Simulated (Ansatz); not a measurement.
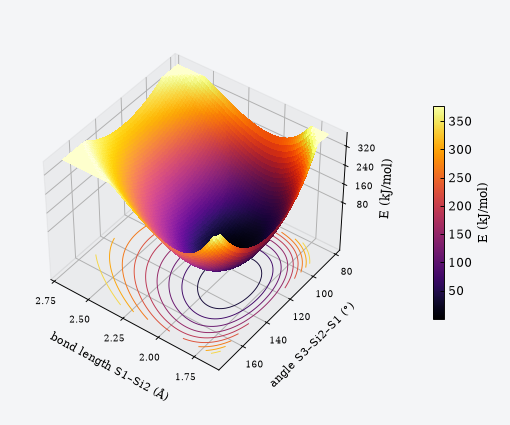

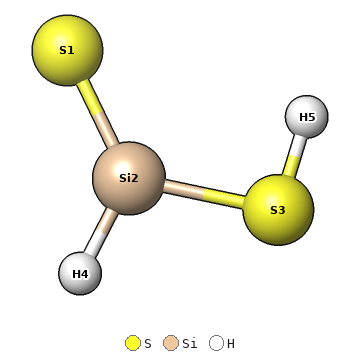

Energy landscape of H2S2Si, SMILES S=[SiH]S. Coordinates scanned: (1) bond length S1–Si2; (2) angle S3–Si2–S1. Nothing is relaxed (all other coordinates rigid). Grid: 15 × 15 points. Points are written as (first, second). Energies: kJ/mol, counted from the relaxed molecule at the same level. Computed with RKS BHLYP-D4/def2-TZVP in Ansatz 0.2.0.

In the figure: a relief with its contours projected below, any walls above the top of the colour scale cut off. Between grid points the surface is interpolated. The second picture is the structure at the lowest point.

> Where are the wells?

The lowest grid point is at (1.955 Å, 127.8°), 1.1 kJ/mol from the relaxed molecule at the same level. No other kind of well shows on this grid. The highest grid point, (1.658 Å, 82.8°), lies 536 kJ/mol above the lowest. Round the minimum the two coordinates are weakly coupled (coupling 0.07 in units of the two stiffnesses).

Grid values (kJ/mol):

```
angle S3–Si2–S1 ↓, bond length S1–Si2 →  1.658  1.732  1.807  1.881  1.955  2.030  2.104  2.178  2.253  2.327  2.402  2.476  2.550  2.625  2.699
                                  172.8    407    316    264    241    238    249    271    298    329    360    392    423    451    478    502
                                  166.3    334    243    191    169    167    179    201    229    262    295    328    360    390    419    444
                                  159.9    278    187    135    113    112    125    148    177    210    244    279    312    343    373    400
                                  153.5    235    145     93     71     70     83    107    136    170    205    241    275    308    339    366
                                  147.0    205    114     62     40     39     52     76    106    140    176    213    248    281    313    342
                                  140.6    185     94     42     19     18     31     55     85    120    156    193    229    264    296    326
                                  134.2    175     83     30      7      5     19     42     72    107    144    181    218    253    286    317
                                  127.8    174     81     27      4      1     14     37     67    102    138    176    213    248    282    314
                                  121.3    183     88     33      8      5     17     39     69    103    139    177    214    250    284    316
                                  114.9    201    105     48     22     17     27     49     77    111    147    184    221    257    291    323
                                  108.5    230    132     73     44     37     46     66     93    126    161    197    234    269    304    336
                                  102.0    274    172    110     79     70     76     94    119    149    182    218    253    288    322    353
                                   95.6    334    229    163    129    115    118    133    155    182    213    246    280    313    346    377
                                   89.2    419    309    239    199    181    179    189    206    230    257    286    316    347    377    406
                                   82.8    537    423    347    301    277    268    271    282    299    319    343    368    394    420    446
```

The input of one point:

```yaml
crystal:
  periodic: [false, false, false]
  atoms:
    - { symbol: S, position_ang: [-1.878629, 0.621305, 0.770774] }
    - { symbol: Si, position_ang: [-0.476367, -0.322981, -0.211065] }
    - { symbol: S, position_ang: [1.581369, 0.040384, -0.172223] }
    - { symbol: H, position_ang: [-0.642796, -1.445364, -1.138842] }
    - { symbol: H, position_ang: [1.495979, 1.051694, 0.694456] }
basis:
  gaussian: { orbitals: def2-TZVP }
hamiltonian:
  xc: { name: BHLYP }
  dispersion: d4
output:
  forces: true
```

Time for the 225 points that were run: 15 min on 1 thread of Intel(R) Xeon(R) Platinum 8259CL CPU @ 2.50GHz (Skylake/Cascade Lake) (shared host).
